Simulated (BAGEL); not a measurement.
# B3LYP/aug-cc-pVDZ (density fitting with qzvpp-jkfit) run of GaH3Se (SMILES [GaH2][SeH])

What is the energy change on altering one bond length of GaH3Se at B3LYP/aug-cc-pVDZ (density fitting with qzvpp-jkfit)? 

The calculation is run with BAGEL 1.2.2.

1 further run of the same task is left out (it didn't finish).

## Step 1: The structure to begin with

GaH3Se: 5 atoms, total charge 0, spin state singlet. SMILES: `[GaH2][SeH]`. The shape is that of a PBE0-D4/def2-TZVP optimisation.

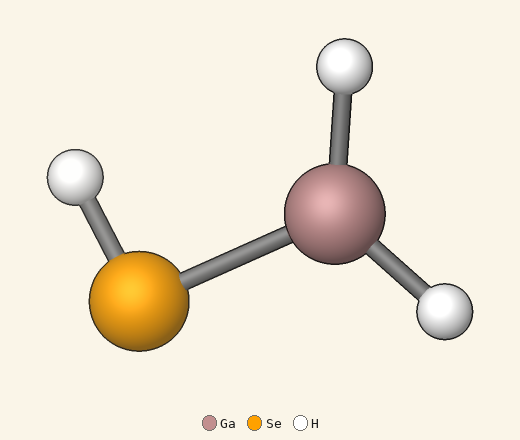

Viewed from a chosen angle; gallium pink, selenium orange, hydrogen white.

## Step 2: A single-point energy at B3LYP/aug-cc-pVDZ (density fitting with qzvpp-jkfit)

input.json reads:

```json
{ "bagel" : [

{
  "title" : "molecule",
  "basis" : "aug-cc-pvdz.json",
  "df_basis" : "qzvpp-jkfit",
  "angstrom" : true,
  "geometry" : [
    { "atom" : "Ga", "xyz" : [      -0.491300,      -0.510600,      -0.176500 ] },
    { "atom" : "Se", "xyz" : [       0.747000,       1.439100,      -0.414500 ] },
    { "atom" : "H", "xyz" : [      -0.183900,      -1.440400,       1.037800 ] },
    { "atom" : "H", "xyz" : [      -1.567500,      -0.750300,      -1.280000 ] },
    { "atom" : "H", "xyz" : [       1.545600,       1.188600,       0.791900 ] }
  ]
},

{ "title" : "ks", "xc_func" : "b3lyp" },

{ "title" : "print", "file" : "orbitals.molden", "orbitals" : true }

]}
```

The basis set aug-cc-pVDZ is read from a file made from the Basis Set Exchange's data (not shown).

Launch:

```sh
$ BAGEL_NUM_THREADS=1 BAGEL input.json > input.out
```

What it wrote:

```text
* using 1 threads per process

  ===============================================================
  ===============================================================

  *** Geometry ***

  { "atom" : "Ga", "xyz" : [     -0.928422,     -0.964894,     -0.333537 ] },
  { "atom" : "Se", "xyz" : [      1.411625,      2.719505,     -0.783291 ] },
  { "atom" : "H", "xyz" : [     -0.347521,     -2.721962,      1.961158 ] },
  { "atom" : "H", "xyz" : [     -2.962146,     -1.417862,     -2.418849 ] },
  { "atom" : "H", "xyz" : [      2.920761,      2.246128,      1.496474 ] },

  Number of auxiliary basis functions:      586

  Since a DF basis is specified, we compute 2- and 3-index integrals:
    o Being stored without compression. Storage requirement is 0.046 GB

  Number of basis functions:       99
  Number of electrons      :       68

    * METHOD: MOLECULE                             0.58

  *** Kohn-Sham DFT ***

    * Removing 6899 points whose weight is below 1.00e-10
    * Grid points: 67631

  === Nuclear Repulsion ===
   290.5987612895

       - DIIS with orbital gradients will be used.

  === KS iteration (b3lyp / aug-cc-pvdz.json) ===
      0      -4314.99163446          0.06245860           0.58
      1      -4187.71679219          0.26175243           0.40
      2      -4269.93863264          0.06360409           0.49
      3      -4184.07366547          0.14967548           0.46
      4      -4187.47711097          0.13176436           0.42
      5      -4311.99309249          0.05968000           0.57
      6      -4325.96182422          0.04269723           0.63
      7      -4327.90941249          0.02000603           0.63
      8      -4327.82311347          0.02083963           0.62
      9      -4328.22322529          0.00743409           0.63
     10      -4328.25418505          0.00287085           0.62
     11      -4328.26030732          0.00086849           0.50
     12      -4328.26085871          0.00017535           0.42
     13      -4328.26087152          0.00005777           0.63
     14      -4328.26087321          0.00000919           0.67
     15      -4328.26087326          0.00000317           0.65
     16      -4328.26087327          0.00000085           0.58
     17      -4328.26087327          0.00000010           0.37
     18      -4328.26087327          0.00000009           0.49
     19      -4328.26087327          0.00000001           0.56
     20      -4328.26087327          0.00000001           0.63
    * SCF iteration converged.

    * Permanent dipole moment:
           (    0.046838,     0.281216,    -0.196085) a.u.

    * METHOD: KS                                  12.10

    * METHOD: PRINT                                0.02

  ===============================================================
```

It took 13 s on 1 thread of Intel Xeon 6975P-C (Granite Rapids), shared host; peak memory 0.39 GiB.

## Step 3: The distorted shape at the same level

dft.json reads:

```json
{ "bagel" : [

{
  "title" : "molecule",
  "basis" : "aug-cc-pvdz.json",
  "df_basis" : "qzvpp-jkfit",
  "angstrom" : true,
  "geometry" : [
    { "atom" : "Ga", "xyz" : [   -1.481953,   -2.070381,    0.013903 ] },
    { "atom" : "Se", "xyz" : [    0.747000,    1.439100,   -0.414500 ] },
    { "atom" : "H", "xyz" : [   -1.174553,   -3.000181,    1.228203 ] },
    { "atom" : "H", "xyz" : [   -2.558153,   -2.310081,   -1.089597 ] },
    { "atom" : "H", "xyz" : [    1.545600,    1.188600,    0.791900 ] }
  ]
},
{
  "title" : "ks",
  "xc_func" : "b3lyp"
},
{
  "title" : "print",
  "file" : "orbitals.molden",
  "orbitals" : true
}

]}
```

The basis set aug-cc-pVDZ is read from a file made from the Basis Set Exchange's data (not shown).

Launch:

```sh
$ BAGEL_NUM_THREADS=1 BAGEL dft.json > dft.out
```

What it wrote:

```text
* using 1 threads per process

  ===============================================================
  ===============================================================

  *** Geometry ***

  { "atom" : "Ga", "xyz" : [     -2.800485,     -3.912453,      0.026273 ] },
  { "atom" : "Se", "xyz" : [      1.411625,      2.719505,     -0.783291 ] },
  { "atom" : "H", "xyz" : [     -2.219583,     -5.669520,      2.320967 ] },
  { "atom" : "H", "xyz" : [     -4.834209,     -4.365420,     -2.059040 ] },
  { "atom" : "H", "xyz" : [      2.920761,      2.246128,      1.496474 ] },

  Number of auxiliary basis functions:      586

  Since a DF basis is specified, we compute 2- and 3-index integrals:
    o Being stored without compression. Storage requirement is 0.046 GB

  Number of basis functions:       99
  Number of electrons      :       68

    * METHOD: MOLECULE                             0.31

  *** Kohn-Sham DFT ***

    * Removing 5650 points whose weight is below 1.00e-10
    * Grid points: 68880

  === Nuclear Repulsion ===
   177.8454183899

       - DIIS with orbital gradients will be used.

  === KS iteration (b3lyp / aug-cc-pvdz.json) ===
      0      -4317.70560584          0.04682787           0.73
      1      -4194.74347869          0.25649418           0.67
      2      -4204.77865661          0.06548944           0.66
      3      -3986.56395298          0.13942208           0.56
      4      -4167.49610037          0.08434883           0.41
      5      -4308.33825804          0.05146972           0.47
      6      -4323.49038407          0.03981287           0.60
      7      -4327.74445605          0.01678945           0.63
      8      -4327.82851155          0.01823126           0.60
      9      -4327.73465958          0.01779073           0.43
     10      -4328.11400849          0.00533882           0.44
     11      -4325.97802787          0.03221868           0.42
     12      -4328.13428643          0.00337401           0.43
     13      -4328.13421984          0.00328868           0.46
     14      -4328.13167200          0.00361124           0.46
     15      -4328.13959763          0.00255450           0.38
     16      -4328.14529274          0.00112682           0.56
     17      -4328.14613439          0.00061917           0.65
     18      -4328.14642163          0.00029132           0.65
     19      -4328.14649320          0.00011290           0.66
     20      -4328.14650453          0.00001772           0.54
     21      -4328.14650482          0.00000273           0.44
     22      -4328.14650483          0.00000063           0.54
     23      -4328.14650483          0.00000016           0.65
     24      -4328.14650483          0.00000007           0.64
     25      -4328.14650483          0.00000003           0.65
     26      -4328.14650483          0.00000000           0.65
    * SCF iteration converged.

    * Permanent dipole moment:
           (    1.163404,     1.958657,    -0.338050) a.u.

    * METHOD: KS                                  15.50

    * METHOD: PRINT                                0.02

  ===============================================================
```

It took 16 s on 1 thread of Intel Xeon 6975P-C (Granite Rapids), shared host; peak memory 0.4 GiB.

## Step 4: Summary of results

Level: B3LYP/aug-cc-pVDZ (density fitting with qzvpp-jkfit).

```
                                                           quantity           value
                                          first shape: total energy  -4328.26087 Eh
                                         first shape: dipole moment          0.88 D
                                           first shape: HOMO energy        -7.12 eV
                                           first shape: LUMO energy        -1.86 eV
                                         first shape: HOMO–LUMO gap         5.25 eV
                                      distorted shape: total energy  -4328.14650 Eh
                                     distorted shape: dipole moment          5.85 D
                                       distorted shape: HOMO energy        -5.62 eV
                                       distorted shape: LUMO energy        -4.20 eV
                                     distorted shape: HOMO–LUMO gap         1.42 eV
energy change with the Ga1–Se2 bond stretched from 2.322 to 4.179 Å        3.112 eV
```

In words: One bond (distorted shape) is far stretched, which a spin-restricted single reference describes badly; a broken-symmetry solution may lie lower. With the Ga1–Se2 bond stretched from 2.322 to 4.179 Å the energy rises by 3.11 eV (72 kcal/mol). The first shape isn't relaxed at this level, so the change isn't measured from a minimum. A restricted reference can't describe the breaking bond well at this length.
